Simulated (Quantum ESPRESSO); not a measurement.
# Work-function anisotropy of Ni, part 3 of 6

Aim: the work function of the low-index faces of Ni, their order, and how far the functional matters.

Quantum ESPRESSO 7.5; plane-wave DFT, PBE, PseudoDojo norm-conserving pseudopotentials.

So far. Step 2 (Relaxing the ions of (111), PBE): The relaxation lowers the energy by 1 meV an atom. On the free atoms the largest force ends at 0.011 eV/Å. Step 6 (Electrostatic potential of (111)): On (111) the work function under PBEsol lies +0.14 eV from PBE's.

### 7. Relaxing the ions of (100), PBE

Level of this step: plane-wave DFT, PBE, GBRV ultrasoft pseudopotentials (Quantum ESPRESSO 7.5).

Contents of 100.relax.in:

```
&control
  prefix = '100.relax'
  outdir = './out'
  pseudo_dir = './pseudo'
  nstep = 40
  forc_conv_thr = 0.001
  calculation = 'relax'
/
&system
  ibrav = 0
  nat = 5
  ntyp = 1
  ecutwfc = 40
  ecutrho = 200
  occupations = 'smearing'
  smearing = 'mv'
  degauss = 0.02
  nspin = 2
  starting_magnetization(1) = 0.12
/
&electrons
  conv_thr = 1e-07
  mixing_beta = 0.4
  electron_maxstep = 120
  mixing_mode = 'local-TF'
/
&ions
/
ATOMIC_SPECIES
  Ni  58.6934  ni_pbe_v1.4.uspp.F.UPF
CELL_PARAMETERS angstrom
  2.48901586977665 0.00000000000000 0.00000000000000
  0.00000000000000 2.48901586977665 0.00000000000000
  0.00000000000000 0.00000000000000 23.04000000000000
ATOMIC_POSITIONS crystal
  Ni  0.000000000000 0.000000000000 0.347222222222
  Ni  0.500000000000 0.500000000000 0.423611111111
  Ni  0.000000000000 0.000000000000 0.500000000000 0 0 0
  Ni  0.500000000000 0.500000000000 0.576388888889
  Ni  0.000000000000 0.000000000000 0.652777777778
K_POINTS automatic
  12 12 1 0 0 0
```

The run is started by

```sh
OMP_NUM_THREADS=1 mpirun -n 4 pw.x -nk 4 -in 100.relax.in > 100.relax.out
```

What it wrote:

```text
[banner, memory and clock lines left out]
Program PWSCF v.7.5 starts
[citation notice left out]

[...]
Message from routine setup:
[...]
bravais-lattice index     =            0
     lattice parameter (alat)  =       4.7036  a.u.
     unit-cell volume          =     963.2398 (a.u.)^3
     number of atoms/cell      =            5
     number of atomic types    =            1
     number of electrons       =        90.00
     number of Kohn-Sham states=           54
     kinetic-energy cutoff     =      40.0000  Ry
     charge density cutoff     =     200.0000  Ry
     scf convergence threshold =      1.0E-07
     mixing beta               =       0.4000
     number of iterations used =            8  local-TF  mixing
     energy convergence thresh.=      1.0E-04
     force convergence thresh. =      1.0E-03
     Exchange-correlation=  SLA  PW   PBX  PBC
                           (   1   4   3   4   0   0   0)
     nstep                     =           40

[...]
PseudoPot. # 1 for Ni read from file:
     ./pseudo/ni_pbe_v1.4.uspp.F.UPF
     Pseudo is Ultrasoft + core correction, Zval = 18.0
     Generated by new atomic code, or converted to UPF format
     Using radial grid of  865 points,  6 beta functions with:
                l(1) =   0
                l(2) =   0
                l(3) =   1
                l(4) =   1
                l(5) =   2
                l(6) =   2
     Q(r) pseudized with 10 coefficients,  rinner =    0.980   0.980   0.980
                                                       0.980   0.980

     atomic species   valence    mass     pseudopotential
     Ni               18.00    58.69340     Ni( 1.00)

     Starting magnetic structure
     atomic species   magnetization
     Ni              0.120

     16 Sym. Ops., with inversion, found

[...]
number of k points=    28  Marzari-Vanderbilt smearing, width (Ry)=  0.0200
[...]
Dense  grid:    46047 G-vectors     FFT dimensions: (  24,  24, 200)

     Smooth grid:    32987 G-vectors     FFT dimensions: (  20,  20, 180)

     Check: negative core charge=   -0.000015
     Generating pointlists ...
     new r_m :   0.4125 (alat units)  1.9402 (a.u.) for type    1

     Initial potential from superposition of free atoms

     starting charge      80.0000, renormalised to      90.0000

     negative rho (up, down):  1.352E-03 1.062E-03
     Starting wfcs are   65 randomized atomic wfcs

     per-process dynamical memory:    95.0 Mb

     Self-consistent Calculation

     iteration #  1     ecut=    40.00 Ry     beta= 0.40
     Davidson diagonalization with overlap
     ethr =  1.00E-02,  avg # of iterations = 10.1

     negative rho (up, down):  2.082E-01 2.240E-01

     total energy              =   -1664.68719339 Ry
     estimated scf accuracy    <    1403.15360277 Ry

     total magnetization       =     1.02 Bohr mag/cell
     absolute magnetization    =     1.04 Bohr mag/cell

     iteration #  2     ecut=    40.00 Ry     beta= 0.40
[...]
negative rho (up, down):  1.004E-01 1.084E-01

[...]
total energy              =   -1715.56838553 Ry
     estimated scf accuracy    <      14.52228848 Ry

     total magnetization       =     5.76 Bohr mag/cell
     absolute magnetization    =     6.09 Bohr mag/cell

     iteration #  3     ecut=    40.00 Ry     beta= 0.40
[...]
negative rho (up, down):  2.349E-02 2.567E-02

[...]
total energy              =   -1716.52403637 Ry
     estimated scf accuracy    <       2.15050282 Ry

     total magnetization       =     4.22 Bohr mag/cell
     absolute magnetization    =     4.78 Bohr mag/cell

     iteration #  4     ecut=    40.00 Ry     beta= 0.40
[...]
negative rho (up, down):  1.313E-02 1.441E-02

[...]
total energy              =   -1716.70119654 Ry
     estimated scf accuracy    <       6.90808245 Ry

     total magnetization       =     3.83 Bohr mag/cell
     absolute magnetization    =     4.43 Bohr mag/cell

     iteration #  5     ecut=    40.00 Ry     beta= 0.40
[...]
negative rho (up, down):  2.202E-04 2.414E-04

[...]
total energy              =   -1716.61687093 Ry
     estimated scf accuracy    <       2.26270582 Ry

     total magnetization       =     3.65 Bohr mag/cell
     absolute magnetization    =     4.22 Bohr mag/cell

     iteration #  6     ecut=    40.00 Ry     beta= 0.40
[...]
negative rho (up, down):  1.557E-03 1.530E-03

[...]
total energy              =   -1716.56395204 Ry
     estimated scf accuracy    <       0.97319949 Ry

     total magnetization       =     3.62 Bohr mag/cell
     absolute magnetization    =     4.17 Bohr mag/cell

[...]
iteration # 24     ecut=    40.00 Ry     beta= 0.40
[...]
negative rho (up, down):  2.713E-04 3.327E-04

[...]
total energy              =   -1716.25820217 Ry
     estimated scf accuracy    <       0.00000093 Ry

     total magnetization       =     3.60 Bohr mag/cell
     absolute magnetization    =     4.14 Bohr mag/cell

     iteration # 25     ecut=    40.00 Ry     beta= 0.40
[...]
negative rho (up, down):  2.784E-04 3.481E-04

[...]
total energy              =   -1716.25820362 Ry
     estimated scf accuracy    <       0.00000057 Ry

     total magnetization       =     3.60 Bohr mag/cell
     absolute magnetization    =     4.14 Bohr mag/cell

     iteration # 26     ecut=    40.00 Ry     beta= 0.40
[...]
negative rho (up, down):  2.814E-04 3.519E-04

[...]
total energy              =   -1716.25820366 Ry
     estimated scf accuracy    <       0.00000017 Ry

     total magnetization       =     3.60 Bohr mag/cell
     absolute magnetization    =     4.14 Bohr mag/cell

     iteration # 27     ecut=    40.00 Ry     beta= 0.40
[...]
negative rho (up, down):  2.883E-04 3.579E-04

     Magnetic moment per site  (integrated on atomic sphere of radius R)
     atom   1 (R=0.413)  charge= 16.5952  magn=  0.8178
     atom   2 (R=0.413)  charge= 16.6954  magn=  0.7348
     atom   3 (R=0.413)  charge= 16.7022  magn=  0.7253
[...]
1.6890   1.8659   2.0259   2.1768   2.2612   2.3629   2.4190   2.5118
     2.7391   2.7438   2.8001   2.8531   3.0515   3.0603   3.1609   3.1642
     3.2547   4.6786   6.0518   8.4333   8.9291   9.6226

[...]
the Fermi energy is     3.8542 ev

!    total energy              =   -1716.25820373 Ry
     estimated scf accuracy    <       0.00000002 Ry
     smearing contrib. (-TS)   =       0.00118514 Ry
     internal energy E=F+TS    =   -1716.25938887 Ry

     The total energy is F=E-TS. E is the sum of the following terms:
     one-electron contribution =  -13948.06478868 Ry
     hartree contribution      =    6986.13718760 Ry
     xc contribution           =    -177.65358685 Ry
     ewald contribution        =    5423.32179906 Ry

     total magnetization       =     3.60 Bohr mag/cell
     absolute magnetization    =     4.14 Bohr mag/cell

     convergence has been achieved in  27 iterations

     negative rho (up, down):  2.883E-04 3.579E-04

     Forces acting on atoms (cartesian axes, Ry/au):

     atom    1 type  1   force =     0.00000000    0.00000000    0.01364556
     atom    2 type  1   force =     0.00000000    0.00000000   -0.01590607
     atom    3 type  1   force =     0.00000000    0.00000000    0.00000000
     atom    4 type  1   force =     0.00000000    0.00000000    0.01590607
     atom    5 type  1   force =     0.00000000    0.00000000   -0.01364556

     Total force =     0.029638     Total SCF correction =     0.001863

     BFGS Geometry Optimization
     Energy error            =      8.8E-04 Ry
     Gradient error          =      1.6E-02 Ry/Bohr

     number of scf cycles    =   1
     number of bfgs steps    =   0

     energy             new  =   -1716.2582037331 Ry

     new trust radius        =       0.0159060750 bohr
     new conv_thr            =       0.0000001000 Ry

ATOMIC_POSITIONS (crystal)
Ni               0.0000000000        0.0000000000        0.3475356302
Ni               0.5000000000        0.5000000000        0.4232457842
Ni               0.0000000000        0.0000000000        0.5000000000    0   0   0
Ni               0.5000000000        0.5000000000        0.5767542158
Ni               0.0000000000        0.0000000000        0.6524643698

[...]
NEW-OLD atomic charge density approx. for the potential

     Check: negative core charge=   -0.000015

     negative rho (up, down):  3.242E-04 3.329E-04
     Generating pointlists ...

     per-process dynamical memory:   160.9 Mb

     Self-consistent Calculation

     iteration #  1     ecut=    40.00 Ry     beta= 0.40
     Davidson diagonalization with overlap
     ethr =  1.00E-06,  avg # of iterations =  5.8

     negative rho (up, down):  2.522E-04 3.011E-04

     total energy              =   -1716.24982053 Ry
     estimated scf accuracy    <       0.12161078 Ry

     total magnetization       =     3.57 Bohr mag/cell
     absolute magnetization    =     4.11 Bohr mag/cell

[...]
iteration # 14     ecut=    40.00 Ry     beta= 0.40
[...]
negative rho (up, down):  2.895E-04 3.644E-04

     Magnetic moment per site  (integrated on atomic sphere of radius R)
     atom   1 (R=0.413)  charge= 16.6004  magn=  0.8168
     atom   2 (R=0.413)  charge= 16.6971  magn=  0.7361
     atom   3 (R=0.413)  charge= 16.6973  magn=  0.7243
     atom   4 (R=0.413)  charge= 16.6971  magn=  0.7361
     atom   5 (R=0.413)  charge= 16.6004  magn=  0.8168

[...]
End of self-consistent calculation

 ------ SPIN UP ------------

          k = 0.0000 0.0000 0.0000 (  4139 PWs)   bands (ev):

   -99.9747 -99.9700 -99.9219 -99.6233 -99.6232 -60.4195 -60.3670 -60.2939
   -60.2939 -60.2815 -60.2815 -60.2751 -60.2203 -60.2203 -60.0126 -60.0126
   -60.0126 -60.0126 -59.8760 -59.8757  -4.8341  -3.6299  -1.9605  -0.7947
    -0.7589  -0.2722   0.0940   0.6077   1.0601   1.2884   1.4783   1.4783
     1.8625   1.8625   1.9752   2.2182   2.4130   2.4519   2.4519   2.5422
     2.5708   2.6880   2.9500   2.9692   2.9692   3.1168   3.1863   3.2406
     3.2406   4.3203   5.6353   8.2664   8.7515   9.4603

          k = 0.0000 0.0833 0.0000 (  4135 PWs)   bands (ev):

   -99.9736 -99.9692 -99.9214 -99.6226 -99.6225 -60.4171 -60.3683 -60.3003
   -60.2967 -60.2925 -60.2808 -60.2687 -60.2273 -60.2204 -60.0199 -60.0199
   -60.0121 -60.0121 -59.8753 -59.8751  -4.6559  -3.4626  -1.8141  -0.6718
    -0.6578  -0.2152   0.1413   0.6374   1.0729   1.3326   1.4566   1.5022
     1.6768   1.8480   2.0155   2.1682   2.2748   2.3512   2.4220   2.5084
     2.7285   2.7413   2.8017   2.8459   3.0504   3.0598   3.1616   3.1638
     3.2545   4.7004   6.0647   8.4350   8.9338   9.6239

[...]
the Fermi energy is     3.8543 ev

!    total energy              =   -1716.25897212 Ry
     estimated scf accuracy    <       0.00000001 Ry
     smearing contrib. (-TS)   =       0.00123848 Ry
     internal energy E=F+TS    =   -1716.26021059 Ry

     The total energy is F=E-TS. E is the sum of the following terms:
     one-electron contribution =  -13958.00022536 Ry
     hartree contribution      =    6991.08589182 Ry
     xc contribution           =    -177.65781426 Ry
     ewald contribution        =    5428.31193721 Ry

     total magnetization       =     3.60 Bohr mag/cell
     absolute magnetization    =     4.14 Bohr mag/cell

     convergence has been achieved in  14 iterations

     negative rho (up, down):  2.895E-04 3.644E-04

     Forces acting on atoms (cartesian axes, Ry/au):

     atom    1 type  1   force =     0.00000000    0.00000000    0.01142323
     atom    2 type  1   force =     0.00000000    0.00000000   -0.01117983
     atom    3 type  1   force =     0.00000000    0.00000000    0.00000000
     atom    4 type  1   force =     0.00000000    0.00000000    0.01117983
     atom    5 type  1   force =     0.00000000    0.00000000   -0.01142323

     Total force =     0.022604     Total SCF correction =     0.000672
     Energy error            =      7.7E-04 Ry
     Gradient error          =      1.1E-02 Ry/Bohr

     number of scf cycles    =   2
     number of bfgs steps    =   1

     energy             old  =   -1716.2582037331 Ry
     energy             new  =   -1716.2589721159 Ry

     CASE: energy            _new < energy            _old

     new trust radius        =       0.0174966825 bohr
     new conv_thr            =       0.0000000077 Ry

ATOMIC_POSITIONS (crystal)
Ni               0.0000000000        0.0000000000        0.3479374898
Ni               0.5000000000        0.5000000000        0.4228508775
Ni               0.0000000000        0.0000000000        0.5000000000    0   0   0
Ni               0.5000000000        0.5000000000        0.5771491225
Ni               0.0000000000        0.0000000000        0.6520625102

[...]
NEW-OLD atomic charge density approx. for the potential

     Check: negative core charge=   -0.000015

     negative rho (up, down):  3.200E-04 3.431E-04
     Generating pointlists ...

     per-process dynamical memory:   161.9 Mb

     Self-consistent Calculation

     iteration #  1     ecut=    40.00 Ry     beta= 0.40
     Davidson diagonalization with overlap
     ethr =  1.00E-06,  avg # of iterations =  6.5

     negative rho (up, down):  2.166E-04 2.754E-04

     total energy              =   -1716.25296813 Ry
     estimated scf accuracy    <       0.08108908 Ry

     total magnetization       =     3.57 Bohr mag/cell
     absolute magnetization    =     4.11 Bohr mag/cell

[...]
iteration # 14     ecut=    40.00 Ry     beta= 0.40
[...]
negative rho (up, down):  2.763E-04 3.525E-04

[...]
total energy              =   -1716.26009153 Ry
     estimated scf accuracy    <       0.00000017 Ry

     total magnetization       =     3.60 Bohr mag/cell
     absolute magnetization    =
```

Run time: 8.7 min. Hardware: 4 MPI ranks of Arm Neoverse V2, shared host; peak memory 0.7 GiB; 35 min of CPU time.

The steps of the relaxation:

```csv
step,energy less that of the first step (eV),largest force (eV/Å)
1,0.0000,0.4090
2,-0.0105,0.2937
3,-0.0190,0.2021
4,-0.0240,0.0626
5,-0.0242,0.0550
6,-0.0246,0.0633
7,-0.0251,0.0638
8,-0.0257,0.0569
9,-0.0262,0.0248
```

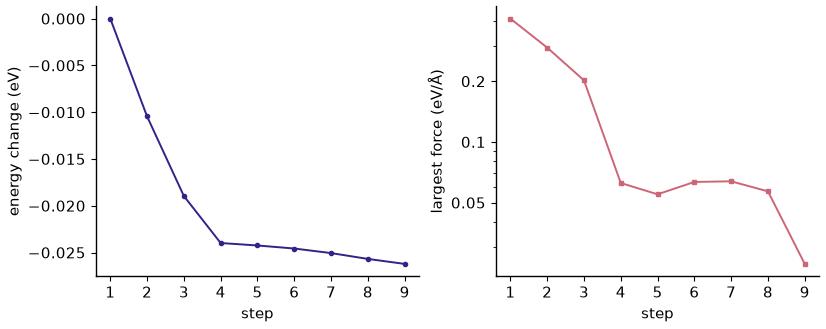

Energy and largest force along the relaxation.

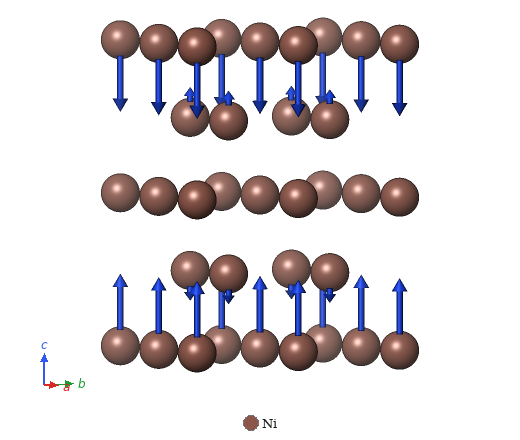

Displacements in the relaxation, exaggerated; the longest in the cell stands for 0.06 Å. 2×2×1 cells are drawn. Some periodic images of atoms are drawn too.

The atoms that moved most (Å):

```csv
atom,dx,dy,dz,length
Ni5,0.000,0.000,-0.057,0.057
Ni1,0.000,0.000,0.057,0.057
Ni2,0.000,0.000,-0.015,0.015
Ni4,0.000,0.000,0.015,0.015
```

The relaxation lowers the energy by 5 meV an atom. On the free atoms the largest force ends at 0.025 eV/Å.

Numbers from this step:

| Item | Value |
| --- | --- |
| free energy | -23350.9087 eV |
| Fermi energy | 3.852 eV |
| magnetization | 3.59 μB |
| absolute magnetization | 4.13 μB |
| site moments | 0.8134, 0.7386, 0.7208, 0.7386, 0.8134 μB |

(Part 3 of 6 ends here.)

[Logs are printed without paths, hosts, clocks, repeated set-up lines and the standing remarks that a program may print on its own settings, such as how far it seeks lower states.]

[Hosts, paths, dates, database ids (printed as entryN), source tags and the programs' standing remarks are cut or masked in the printed files.]

[Maps of the electrostatic potential energy from Ansatz leave out the sawtooth potential of an applied field or a dipole correction, so their vacuum need not be flat; planar profiles and work functions include it.]
